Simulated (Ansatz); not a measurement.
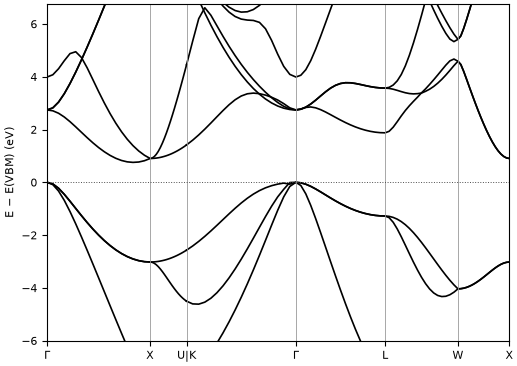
Band structure from r²SCAN+D4 (plane waves, PAW; program Ansatz)

Question: Read off the gap and where the band edges lie.

Answer: About 0.8 eV (0.76 eV by a search for the band edges); maximum at Γ, minimum on the Γ–X line, 84 % of the way from Γ.

The material is Si (diamond, Fd-3m).

The r²SCAN+D4 relaxation kept the symmetry of its start.

Potentials: the later of the program's two PAW sets.
